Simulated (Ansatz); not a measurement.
Al3P2 (charge +1, quintet)

Input

```
crystal:
  periodic: [false, false, false]
  atoms:
    - {symbol: Al, position_ang: [-0.970416, 2.236450, -0.114997]}
    - {symbol: Al, position_ang: [2.252557, -1.197396, 0.069214]}
    - {symbol: Al, position_ang: [-1.932363, -0.163165, 0.355731]}
    - {symbol: P, position_ang: [-0.074934, -1.453978, -0.438469]}
    - {symbol: P, position_ang: [0.725157, 0.578088, 0.128522]}
basis:
  gaussian: {orbitals: def2-TZVP, initial_orbitals: start.molden}
total_charge: 1
magnetization: {spin_polarized: true, initial_magnetization: 4}
hamiltonian: {xc: pbe0, dispersion: d4}
scf: {omitted_lower_state_checks: [starts]}
output: {orbitals: {seedname: orbitals}}
```

Launched as:

```sh
ansatz run in.yaml --threads 4 --pin off --events-out ev --progress --plain --max-ram 4787MiB
```

Geometry: PBE-D4/def2-SVP.

Method: UKS PBE0-D4/def2-TZVP (Ansatz).

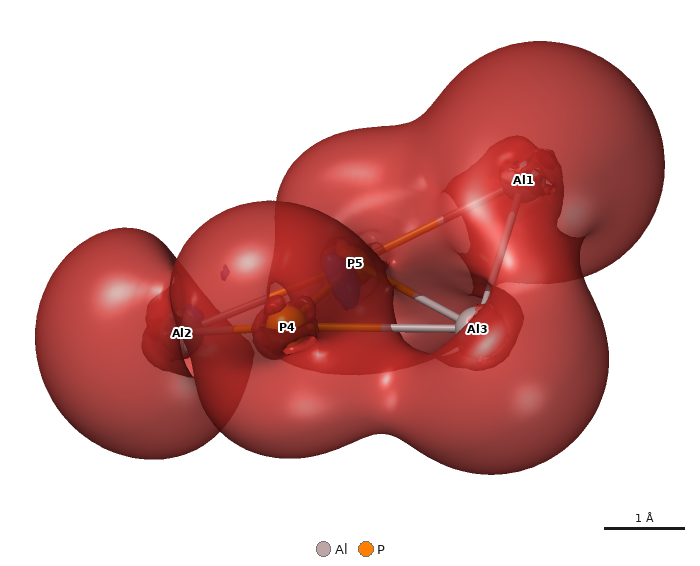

Figure 1. Isosurfaces of the spin density at +0.02 (red) and −0.02 e/Å³ (blue), seen at an oblique angle.

Which atoms carry the spin?

The unpaired spin (4 electrons) lies mostly on Al1 (about 1.1), Al2 (about 0.8), Al3 (about 0.8), P4 (about 0.8) and P5 (about 0.5), in electrons by Hirshfeld's partition.

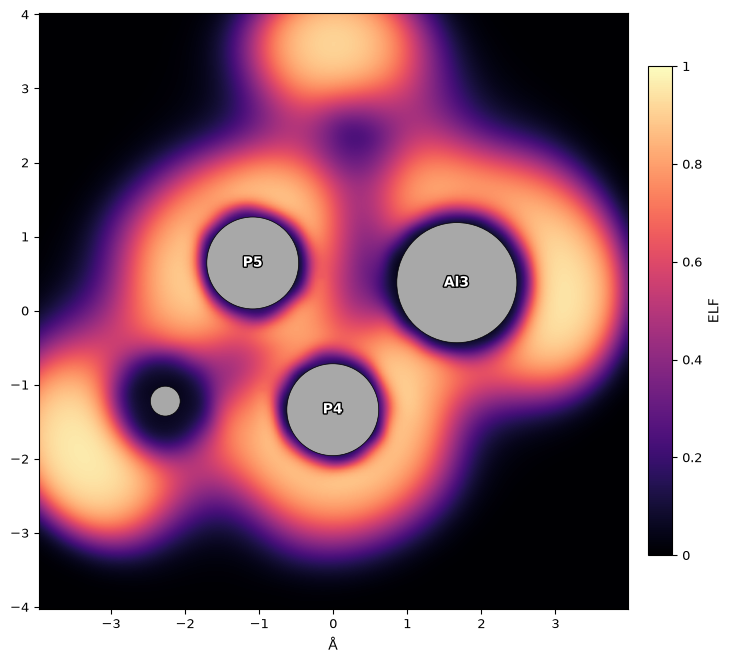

Figure 2. ELF on the plane of atoms Al3, P4 and P5. Grey discs cover the atomic cores.

Describe what can be read from this map.

The section cuts through Al and P sites. P–P (2.26 Å): the ELF peaks at about 0.80 between the atoms: a shared electron pair. Al–P (2.40 Å): the ELF peaks at about 0.85 in the valence shell of P, 1.0 Å from its nucleus, and is about 0.80 at the midpoint. The ELF also peaks beside P4 and Al3, away from the bonds: non-bonding electrons, paired or unpaired.

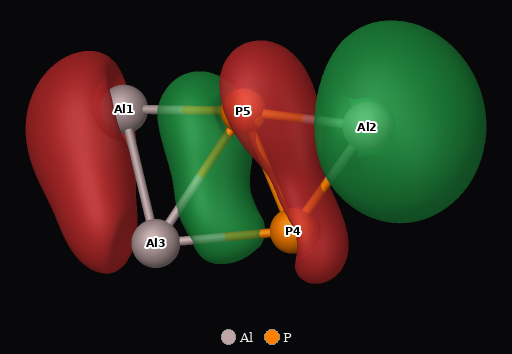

Figure 3. The LUMO (β) at ±0.08 Å⁻³ᐟ² (green and red are the two phases), seen at a tilt.

What is the character of this orbital?

Its weight (Hirshfeld) is mainly on Al2 (about 55 %), Al1 (about 15 %), P5 (about 15 %), Al3 (about 10 %) and P4 (about 5 %). Its energy is −8.42 eV.

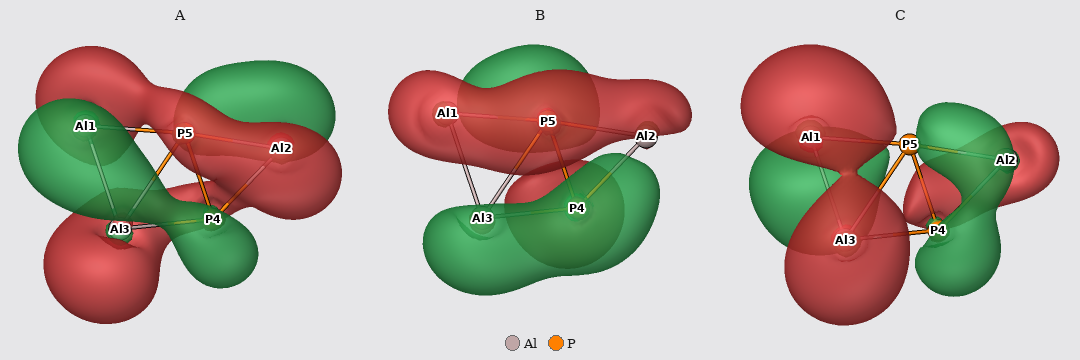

Figure 4. Three frontier orbitals at ±0.06 Å⁻³ᐟ² (green and red are the two phases), in no order.

Which picture is the HOMO−1, the HOMO and the LUMO? All are α orbitals.

B is the HOMO−1 (α) (−10.30 eV). It lies mainly on P4 (about 35 %), P5 (about 35 %), Al3 (about 15 %), Al1 (about 10 %) and Al2 (about 10 %); π-antibonding (π*) across P4–P5. C is the HOMO (α) (−8.93 eV). It lies mainly on Al1 (about 40 %), Al3 (about 35 %), P4 (about 10 %), Al2 (about 10 %) and P5 (about 10 %). A is the LUMO (α) (−6.87 eV). By Hirshfeld shares it lies mainly on Al3 (about 30 %), Al1 (about 25 %), Al2 (about 20 %), P5 (about 10 %) and P4 (about 10 %).

What is the gap between the highest occupied and lowest empty α orbitals?

2.06 eV between the orbital energies.
